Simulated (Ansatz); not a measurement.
The reference is Ga2O3 (space group R-3m, No. 166; a = 2.9881 Å, c = 22.8522 Å (hexagonal axes); a hypothetical phase, not in the database extracts checked). Axes: x lies along a and z along c of the hexagonal cell.

It is then changed as follows: biaxial strain −2.22 %, plane normal [001], relaxed out of plane (Cartesian); in-plane vectors clamped, the third vector and the atoms free.

Level of theory: Kohn–Sham DFT with the PBEsol functional, run in Ansatz (a program for electronic structure) with PAW and 420 eV plane waves, no SOC.

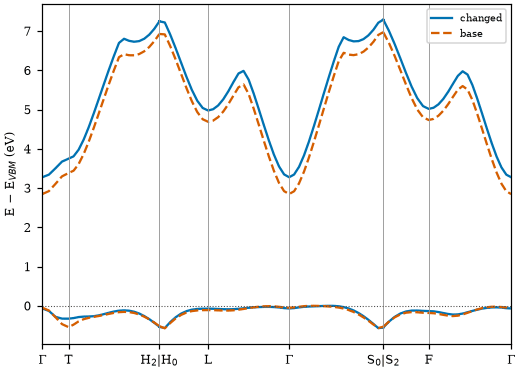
Fig. 1. Highest valence and lowest conduction band along the path, each from its own valence-band maximum

**Question.** From the figure, how large is the changed gap, and is it direct?

**Answer.** About 3.3 eV, indirect, Γ–S₀ (42 % along) → Γ.

Stability against distortions was not tested.
